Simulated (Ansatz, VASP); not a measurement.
**AsP in two plane-wave programs**

Aim: how closely do two programs agree when they are given the same cell, functional and k mesh? The cell is generated by rule, not measured, and may not be a known phase. The cell is taken from a series of VASP runs on this material, whose earlier steps may have relaxed, scaled or displaced it; both programs get it as it stands. Valence electrons are named where the data sets of a main pair hold unlike numbers.

Main program and level: Ansatz 0.2.0; plane waves, with VASP 6.6.1 beside it; band structure at PBEsol, spin-orbit coupling.

The structure was built from a prototype and need not be the compound's stable phase.

## Step 1: The structure

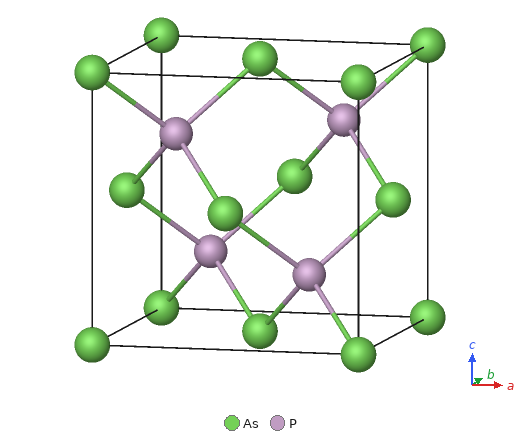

The starting structure, seen slightly off an axis (arsenic green, phosphorus pink). This picture shows the conventional cell, with its axes. Bonds to atoms that aren't drawn are left out. Some periodic images of atoms are drawn too.

## Step 2: Ansatz: band structure, PBEsol, spin-orbit coupling

Ansatz runs on its fully relativistic PAW (standard-fr) files.

A single point gives forces, pressure and levels at one fixed geometry, so differences don't come from the geometry; what else differs is listed under the comparison.

input.yaml

```yaml
crystal:
  lattice:
    - [0.0, 2.64426, 2.64426]
    - [2.64426, 0.0, 2.64426]
    - [2.64426, 2.64426, 0.0]
  atoms:
    - { symbol: As, position: [0.0, 0.0, 0.0] }
    - { symbol: P, position: [0.25, 0.25, 0.25] }
hamiltonian:
  xc: pbesol
  pseudopotentials: { kind: paw_fr }
magnetization:
  noncollinear: true
  spin_orbit: true
kpoints:
  mp_grid: { grid: [10, 10, 10] }
  band_path:
    path:
      - [0.0, 0.0, 0.0]
      - [0.16667, 0.0, 0.16667]
      - [0.33333, 0.0, 0.33333]
      - [0.5, 0.0, 0.5]
      - [0.5, 0.08333, 0.58333]
      - [0.5, 0.18333, 0.68333]
      - [0.5, 0.25, 0.75]
      - [0.45, 0.3, 0.75]
      - [0.40833, 0.34167, 0.75]
      - [0.35, 0.35, 0.7]
      - [0.225, 0.225, 0.45]
      - [0.075, 0.075, 0.15]
      - [0.03333, 0.03333, 0.03333]
      - [0.23333, 0.23333, 0.23333]
      - [0.4, 0.4, 0.4]
      - [0.51667, 0.46667, 0.51667]
      - [0.55833, 0.38333, 0.55833]
      - [0.60833, 0.28333, 0.60833]
      - [0.60833, 0.25, 0.64167]
      - [0.55833, 0.25, 0.69167]
      - [0.51667, 0.25, 0.73333]
      - [0.5, 0.3, 0.7]
      - [0.5, 0.38333, 0.61667]
      - [0.5, 0.48333, 0.51667]
      - [0.475, 0.475, 0.55]
      - [0.425, 0.425, 0.65]
      - [0.38333, 0.38333, 0.73333]
      - [0.59167, 0.18333, 0.59167]
      - [0.55, 0.1, 0.55]
      - [0.5, 0.0, 0.5]
    npoints: 1
scf:
  occupations: { method: gaussian, width: 0.02 }
  n_extra_bands: 14
output:
  forces: true
  stress: true
  eigenvalues: true
  write_density: true
  write_potential: true
  elf: true
  volumetric_format: npy
```

Run with:

```console
$ ansatz run input.yaml --threads 2 --pin off --max-ram 4608MiB --backend cpu --events-out ev --progress --plain --runs-dir out
```

Numbers of over 12 decimals in the logs are rounded to 6 here.

Output:

```text
scf.n_extra_bands = 14 over 20 filled bands (N_el = 20.0): the run solves 34 bands
Engine: ansatz 0.2.0, aarch64-unknown-linux-gnu
Pseudopotentials: kind: paw_fr
Pseudopotential: As, paw_fr, valence charge 15, recommended cutoff 420 eV (normal), As.paw.azcp#standard-fr
Pseudopotential: P, paw_fr, valence charge 5, recommended cutoff 420 eV (normal), P.paw.azcp#standard-fr
Functional definition: PBEsol
  exchange = pbesol_x
  correlation = pbesol_c
non-collinear run that drives no moment, with spin-orbit: no starting moment large enough to seed its density (crystal.atoms[].spin), no starting occupations that ask for one, no magnetisation constraint and no magnetic field, so the semilocal B_xc is pinned to zero
Crystal: 2 atoms, lattice volume = 36.978 Å³
Basis set: ecut = 420 eV, 725 PW (Γ), exchange–correlation on 50×50×50 points (8 copies of the dense FFT grid, shifted against one another)
Bands: 34, of which v1, the nominal top of the filled ones, is band 20 counted from 1 (19 counted from 0)
Symmetry: 24 space group operations + 24 with time reversal
Magnetic group: BNS 216.75 (UNI 1577), of the structure as read, at distance tolerance 3.3e-5 Å
k-points: 47 of 1000 (time reversal used)
Projection manifold: j_resolved (fully-relativistic pseudo-atomic orbitals)
Non-local potential: As, projectors of the file, l = 0: 2, l = 1: 4, l = 2: 6, l = 3: 2
Non-local potential: P, projectors of the file, l = 0: 2, l = 1: 4, l = 2: 4
PAW form: soft (Blöchl's): semilocal exchange-correlation on the pseudo side does not see the compensation charge
PAW frozen core: As, regenerated for the run's functional, and the local potential with it (the file was generated under x = pbe(κ = 0.804, μ = 0.219515), c = pbe(β = 0.066725))
PAW frozen core: P, regenerated for the run's functional, and the local potential with it (the file was generated under x = pbe(κ = 0.804, μ = 0.219515), c = pbe(β = 0.066725))
PAW one-centre angular grid: As, 590 points (default); XC on 64 Gauss nodes
PAW one-centre angular grid: P, 110 points (default); XC on 64 Gauss nodes
Initial density: superposition of atomic densities (chi_scale 0.1, normalization cell, long waves kept (reshape's long-wave potential 0.00 eV rms))
Initial wavefunctions: pseudopotential atomic-orbital guess
Functional: x = pbesol(κ = 0.804, μ = 0.123457), c = pbesol(β = 0.046)
SCF iter   1: F=—  HF=-5551.724648 eV  |F-HF|=—  |Δ(HF+E_count)|=         —  Δρ=3.04e-2  dr2=2.95e-1  dr2_m=0.00e0 (ungated)  ethr=3.10e-3  |M|=0.00e0 ∫|m|=0.00e0 μB  |m|>n=0.0e0 m-floor=0.0e0 τ_xc=0.0e0  β_m=0.30  ⟨swp⟩=8.5  Hψ=12155  notcnv=0  defer=30
preconditioner: auto → Kerker (q_TF=auto, 2.463 Å⁻¹)  [metal: Δε(μ)=0.019 eV  Ē_g=13.781 eV  σ=0.020 eV  W_gap=0.43  n_scr=14 (ndim 8)  ℏωp=19.3 eV  f_vac=0.000  D(μ)=2.92/eV (n_scr^D=26)]
spin=Noncollinear: Kerker preconditioning applied to the charge; magnetization (m_x, m_y, m_z) channels mix plain (no charge-response kernel on spin).
SCF iter   2: F=—  HF=-5551.686689 eV  |F-HF|=—  |Δ(HF+E_count)|=   3.80e-2  Δρ=2.34e-2  dr2=1.72e-1  dr2_m=0.00e0 (ungated)  ethr=1.48e-3  |M|=0.00e0 ∫|m|=0.00e0 μB  |m|>n=0.0e0 m-floor=0.0e0 τ_xc=0.0e0  β_m=0.65  ⟨swp⟩=1.6  Hψ=2054  notcnv=0  defer=158
SCF iter   3: F=—  HF=-5551.635249 eV  |F-HF|=—  |Δ(HF+E_count)|=   5.14e-2  Δρ=2.27e-3  dr2=2.89e-3  dr2_m=0.00e0 (ungated)  ethr=8.59e-4  |M|=0.00e0 ∫|m|=0.00e0 μB  |m|>n=0.0e0 m-floor=0.0e0 τ_xc=0.0e0  β_m=0.68  ⟨swp⟩=2.5  Hψ=1857  notcnv=0  defer=295
SCF iter   4: F=—  HF=-5551.634421 eV  |F-HF|=—  |Δ(HF+E_count)|=   8.28e-4  Δρ=1.21e-3  dr2=7.85e-4  dr2_m=0.00e0 (ungated)  ethr=1.45e-5  |M|=0.00e0 ∫|m|=0.00e0 μB  |m|>n=0.0e0 m-floor=0.0e0 τ_xc=0.0e0  β_m=0.68  ⟨swp⟩=2.7  Hψ=2558  notcnv=0  defer=372
SCF iter   5: F=—  HF=-5551.634263 eV  |F-HF|=—  |Δ(HF+E_count)|=   1.58e-4  Δρ=7.71e-4  dr2=2.65e-4  dr2_m=0.00e0 (ungated)  ethr=3.92e-6  |M|=0.00e0 ∫|m|=0.00e0 μB  |m|>n=0.0e0 m-floor=0.0e0 τ_xc=0.0e0  β_m=0.84  ⟨swp⟩=2.3  Hψ=1910  notcnv=0  defer=372
SCF iter   6: F=—  HF=-5551.634278 eV  |F-HF|=—  |Δ(HF+E_count)|=   1.57e-5  Δρ=1.11e-4  dr2=2.49e-6  dr2_m=0.00e0 (ungated)  ethr=1.33e-6  |M|=0.00e0 ∫|m|=0.00e0 μB  |m|>n=0.0e0 m-floor=0.0e0 τ_xc=0.0e0  β_m=0.92  ⟨swp⟩=2.1  Hψ=1656  notcnv=0  defer=372
SCF iter   7: F=—  HF=-5551.634280 eV  |F-HF|=—  |Δ(HF+E_count)|=   1.50e-6  Δρ=2.09e-5  dr2=1.36e-7  dr2_m=0.00e0 (ungated)  ethr=1.24e-8  |M|=0.00e0 ∫|m|=0.00e0 μB  |m|>n=0.0e0 m-floor=0.0e0 τ_xc=0.0e0  β_m=0.96  ⟨swp⟩=2.0  Hψ=2206  notcnv=0  defer=372
SCF iter   8: F=-5551.634280 eV  HF=-5551.634280 eV  |F-HF|=1.83e-10  |Δ(HF+E_count)|=   1.23e-7  Δρ=3.71e-6  dr2=6.79e-9  dr2_m=0.00e0 (ungated)  ethr=5.00e-10  |M|=0.00e0 ∫|m|=0.00e0 μB  |m|>n=0.0e0 m-floor=0.0e0 τ_xc=0.0e0  ⟨swp⟩=14.9  Hψ=11326  notcnv=0
SCF 1 converged in 8 iterations: F = -5551.634280 eV  dr2 = 6.79e-9
  greatest PAW one-centre occupation: 0.999 electrons in one spin orbital (limit 2), on the As atom at site 0 (counted from 0), in its partial waves of l = 2
NSCF: frozen V_eff on 30 k-points
SCF converged after 8 iterations
Magnetization: |M| = 0.0000 μB,  M = (+0.0000, +0.0000, +0.0000) μB
Absolute magnetization: 0.0000 μB (∫|m|)
  site 0: m = (+0.0000, +0.0000, +0.0000) μB, |m| = 0.0000 μB  (R = 0.94 Å)
  site 1: m = (+0.0000, +0.0000, +0.0000) μB, |m| = 0.0000 μB  (R = 0.94 Å)
Free energy (F): -5551.634280 eV
Harris-Foulkes:  -5551.634280 eV  (|F-HF|=1.83e-10)
Internal energy: -5551.633945 eV  (E = F + TS)
E sigma→0 (E₀):  -5551.634112 eV
Entropy (-TS):   -0.000335 eV (-0.168 meV/atom)
Fermi energy:    10.696808 eV
--- Per-component energies (eV) ---
  E_band       = -225.650577
  E_kinetic    = 178.450147
  E_local      = -1917.527948  (includes V_loc(G=0)·N_el)
  E_nonlocal   = -632.766247
  E_hartree    = 1032.674064
  E_xc         = -141.884197
  E_vxc        = -142.725922  (∫ρ·V_xc dr)
  E_paw        = -2347.367119  (= ΣΔE_a)
  E_vpaw       = 223.569073  (= ΣTr[D̂ρ^β])
  E_aug_tail   = 0.000011  (compensation charges beyond the density's cutoff)
  E_ewald      = -1724.228722
  E_core_change = 1.016066  (= ΣΔE_core)
  E_smearing   = -0.000335  (= −TS)
  E_closure    = 0.000000  (closes the sum)
  Σ components = -5551.634280   (vs F -5551.634280, Δ=0.00e0)
--- Forces (eV/Å), atoms counted from 1 ---
  atom   1  As    -0.00000000     0.00000000    -0.00000000
  atom   2  P      0.00000000    -0.00000000     0.00000000
  max |Σ_I F_I| component: 2.28e-15 eV/Å
--- Stress (GPa, compression-positive) ---
       19.976908       0.000000      -0.000000
        0.000000      19.976908       0.000000
       -0.000000       0.000000      19.976908
  P = ⅓ Tr σ = 19.9769 GPa (199.769 kbar)
--- Band table (eV; the first three rows and the last of 47) ---
  k-point 0: bands = [... 16 lower, 7.6009, 7.6009, 8.0055, 8.0055, 10.6838, 10.6838, 10.8605, 10.8605, ... 10 higher]
  k-point 1: bands = [... 16 lower, 7.4054, 7.4062, 9.0604, 9.0604, 11.0111, 11.0111, 11.1448, 11.1461, ... 10 higher]
  k-point 2: bands = [... 16 lower, 7.0058, 7.0070, 9.0389, 9.0389, 11.5907, 11.5907, 11.7100, 11.7127, ... 10 higher]
  k-point 46: bands = [... 16 lower, 3.9775, 3.9814, 11.6850, 11.7098, 11.8843, 11.9666, 14.1948, 14.2315, ... 10 higher]
```

Elapsed: 21 s, on 2 threads of Arm Neoverse N1, shared host; peak memory 0.47 GiB; 41 s of CPU time.

## Step 3: VASP: band structure, PBEsol, spin-orbit coupling

The same cell, functional, mesh and smearing now go to VASP, with its own data sets.

Lines of VASP's logs that name or quote its potential files are left out, and so is its time.

INCAR

```
SYSTEM = AsP
PREC = Accurate
ENCUT = 400
EDIFF = 1E-06
NELM = 100
ISMEAR = 0
SIGMA = 0.02
LREAL = .FALSE.
ALGO = Normal
GGA = PS
LNONCOLLINEAR = .TRUE.
MAGMOM = 0 0 0 0 0 0
NBANDS = 22
GGA_COMPAT = .FALSE.
LASPH = .TRUE.
LSORBIT = .TRUE.
LORBIT = 11
LWAVE = .FALSE.
LCHARG = .FALSE.
KPAR = 4
ISIF = 2
```

POSCAR

```
AsP
1.0
    0.0000000000      2.6442600000      2.6442600000
    2.6442600000      0.0000000000      2.6442600000
    2.6442600000      2.6442600000      0.0000000000
As P
1 1
Direct
    0.0000000000      0.0000000000      0.0000000000
    0.2500000000      0.2500000000      0.2500000000
```

KPOINTS

```
Automatic mesh
0
Gamma
10 10 10
0 0 0
```

KPOINTS_OPT

```
Line mode
16
Line-mode
Reciprocal
  0.00000000   0.00000000   0.00000000 GAMMA
  0.50000000   0.00000000   0.50000000 X

  0.50000000   0.00000000   0.50000000 X
  0.50000000   0.25000000   0.75000000 W

  0.50000000   0.25000000   0.75000000 W
  0.37500000   0.37500000   0.75000000 K

  0.37500000   0.37500000   0.75000000 K
  0.00000000   0.00000000   0.00000000 GAMMA

  0.00000000   0.00000000   0.00000000 GAMMA
  0.50000000   0.50000000   0.50000000 L

  0.50000000   0.50000000   0.50000000 L
  0.62500000   0.25000000   0.62500000 U

  0.62500000   0.25000000   0.62500000 U
  0.50000000   0.25000000   0.75000000 W

  0.50000000   0.25000000   0.75000000 W
  0.50000000   0.50000000   0.50000000 L

  0.50000000   0.50000000   0.50000000 L
  0.37500000   0.37500000   0.75000000 K

  0.62500000   0.25000000   0.62500000 U
  0.50000000   0.00000000   0.50000000 X
```

PAW data sets: As and P (PBE family, release 64).

Run with:

```console
$ mpirun -np 4 vasp_ncl
```

Output:

```text
[banner, memory and clock lines left out]
running    4 mpi-ranks, on    1 nodes
 distrk:  each k-point on    1 cores,    4 groups
 distr:  one band on    1 cores,    1 groups

 POSCAR found type information on POSCAR AsP
 POSCAR found :  2 types and       2 ions
|                                                                             |
|               ----> ADVICE to this user running VASP <----                  |
|                                                                             |
|     You enforced a specific xc type in the INCAR file but a different       |
|     [... a line on the potential file left out ...]
|     I HOPE YOU KNOW WHAT YOU ARE DOING!                                     |
|                                                                             |

 LDA part: xc-table for (Slater+PW92), standard interpolation
 POSCAR, INCAR and KPOINTS ok, starting setup
 FFT: planning ... GRIDC
 FFT: planning ... GRID_SOFT
 FFT: planning ... GRID
 WAVECAR not read
 entering main loop
       N       E                     dE             d eps       ncg     rms          rms(c)
DAV:   1     0.243626969582E+02    0.24363E+02   -0.35355E+03  3212   0.634E+02
DAV:   2    -0.784963129425E+01   -0.32212E+02   -0.30845E+02  4304   0.127E+02
DAV:   3    -0.939141687397E+01   -0.15418E+01   -0.15162E+01  4202   0.247E+01
DAV:   4    -0.940372531556E+01   -0.12308E-01   -0.12301E-01  3740   0.267E+00
DAV:   5    -0.940385775335E+01   -0.13244E-03   -0.13243E-03  3938   0.272E-01    0.784E+00
DAV:   6    -0.932421858496E+01    0.79639E-01   -0.47193E-02  3744   0.133E+00    0.467E+00
DAV:   7    -0.929689461062E+01    0.27324E-01   -0.46285E-02  3864   0.130E+00    0.503E-01
DAV:   8    -0.929600091594E+01    0.89369E-03   -0.38131E-03  3596   0.433E-01    0.196E-01
DAV:   9    -0.929601190992E+01   -0.10994E-04   -0.40115E-04  3808   0.123E-01    0.631E-02
DAV:  10    -0.929599614970E+01    0.15760E-04   -0.31187E-05  3638   0.380E-02    0.163E-02
DAV:  11    -0.929599407047E+01    0.20792E-05   -0.79380E-06  3838   0.187E-02    0.521E-03
DAV:  12    -0.929599399465E+01    0.75822E-07   -0.81325E-07  2110   0.563E-03
   1 F= -.92959940E+01 E0= -.92958226E+01  d E =-.342699E-03  mag=    -0.0000     0.0000    -0.0000
 Start KPOINTS_OPT (optional k-point list driver)
k-point batch [1-73\160]
       N       E                     dE             ncg
DAV:   1     0.243284780655E+04   -0.13310E+05     3212
DAV:   2     0.129615699042E+03   -0.23032E+04     4410
DAV:   3     0.174079408521E+02   -0.11221E+03     4174
DAV:   4     0.165421699223E+02   -0.86577E+00     3752
DAV:   5     0.165331081951E+02   -0.90617E-02     3988
DAV:   6     0.165329545912E+02   -0.15360E-03     3844
DAV:   7     0.165329517449E+02   -0.28463E-05     3402
DAV:   8     0.165329515026E+02   -0.24227E-06     2794
[...]
k-point batch [147-160\160]
       N       E                     dE             ncg
DAV:   1     0.189685124434E+05   -0.43706E+04      616
DAV:   2     0.185625141891E+05   -0.40600E+03      874
DAV:   3     0.185462900881E+05   -0.16224E+02      904
DAV:   4     0.185461865590E+05   -0.10353E+00      822
DAV:   5     0.185461854529E+05   -0.11062E-02      828
DAV:   6     0.185461854348E+05   -0.18120E-04      830
DAV:   7     0.185461854345E+05   -0.29036E-06      726
```

[end of part 1 of 2]

[Lines on the potential files, build, host, timing and source positions are cut from VASP's logs without a mark.]

[Logs are printed without paths, hosts, clocks, repeated set-up lines and the standing remarks that a program may print on its own settings, such as how far it seeks lower states.]

[Hosts, paths, dates, database ids (printed as entryN), source tags and the programs' standing remarks are cut or masked in the printed files.]
